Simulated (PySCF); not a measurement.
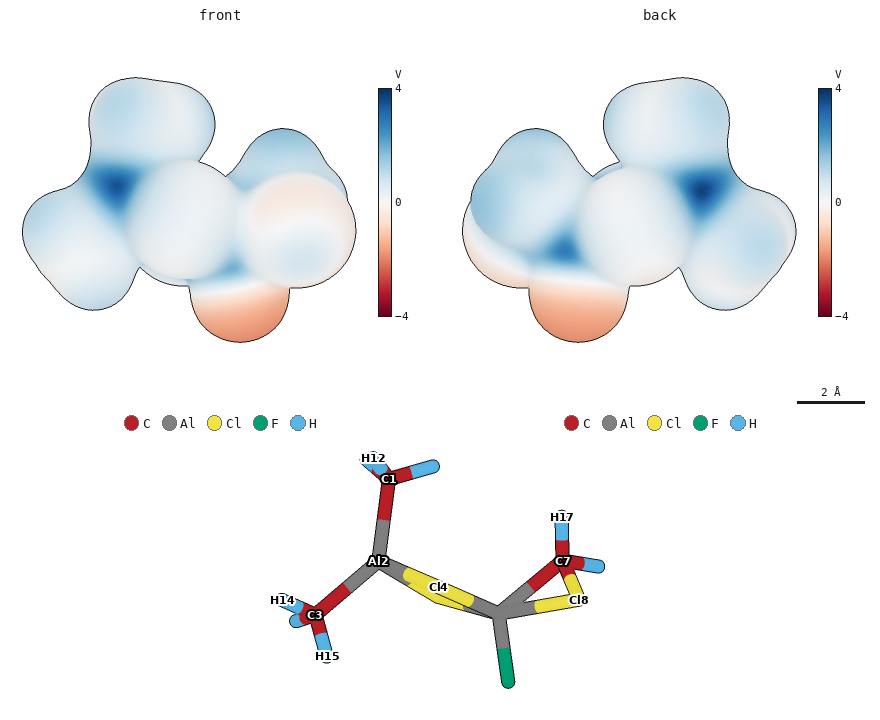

Figure. C3H8Al2Cl3F. The electrostatic potential painted on the density surface at 0.004 e/bohr³, seen from the front and from behind; the colour scale runs from red (negative) to blue (positive). The bare structure is drawn below in the same view.

Geometry: GFN2-xTB.

Method: PySCF 2.14.0, PBE0/pcSseg-1, SCF density, gas phase, non-relativistic.

```xyz
17

C    -1.6210    0.8519   -1.4810
Al   -1.2742   -0.1570    0.1962
C    -2.3249   -0.9249    1.6922
Cl    0.3789    1.0494    1.1564
Al    1.8532   -0.3776    0.4581
F     2.5482   -1.3359    1.6137
C     2.9308    0.3915   -1.0298
Cl    3.6702    1.2246    0.4182
Cl    0.2582   -1.6784   -0.3121
H    -0.7146    1.0465   -2.0691
H    -2.3126    0.3301   -2.1491
H    -2.0775    1.8284   -1.2896
H    -2.7748   -1.8847    1.4153
H    -3.1595   -0.2797    1.9812
H    -1.7466   -1.1132    2.6053
H     3.7463   -0.1446   -1.5116
H     2.6130    1.1856   -1.7043
```

Describe the electrostatic potential map.

The most negative region (about −1.8 V) lies over F6, the most positive (about +3.4 V) over Al2.
